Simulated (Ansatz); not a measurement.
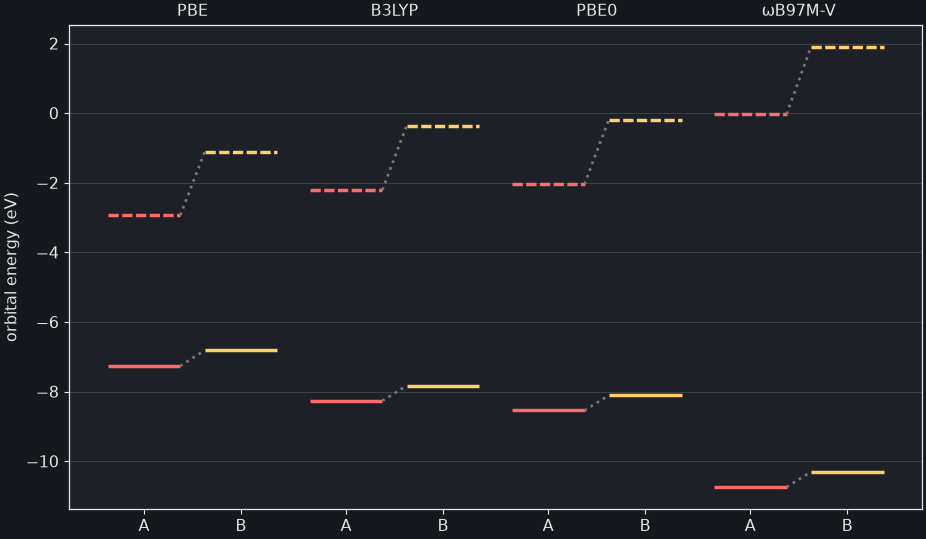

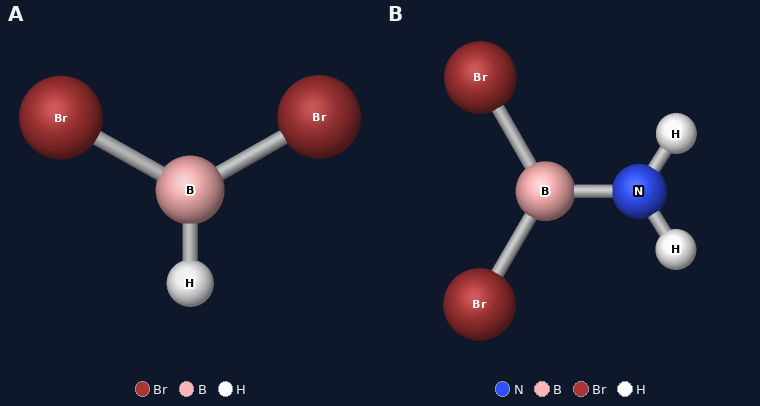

One change: A, BHBr₂ (SMILES BrBBr), becomes B, BNH₂Br₂ (SMILES NB(Br)Br). H on B is replaced by NH₂. HOMO (solid) and LUMO (dashed) computed in def2-TZVPP at PBE0-D4/def2-TZVP geometries, both minima by their frequencies, gas phase, the Ansatz code 0.2.0. Empty levels above zero depend strongly on the basis.

Question: What does the change do to HOMO and LUMO?

Answer: PBE: the HOMO rises by 0.45 eV, the LUMO rises by 1.81 eV, and the separation goes from 4.33 to 5.69 eV. B3LYP: the HOMO rises by 0.43 eV, the LUMO rises by 1.85 eV, and the separation goes from 6.06 to 7.47 eV. PBE0: the HOMO rises by 0.44 eV, the LUMO rises by 1.86 eV, and the separation goes from 6.50 to 7.92 eV. ωB97M-V: the HOMO rises by 0.43 eV, the LUMO rises by 1.91 eV, and the separation goes from 10.71 to 12.19 eV.

Question: Do the functionals agree on the effect?

Answer: They agree on the direction for both levels; the HOMO shift lies between 0.43 and 0.45 eV and the LUMO shift between 1.81 and 1.91 eV, while the separations themselves differ by up to 6.5 eV between functionals.
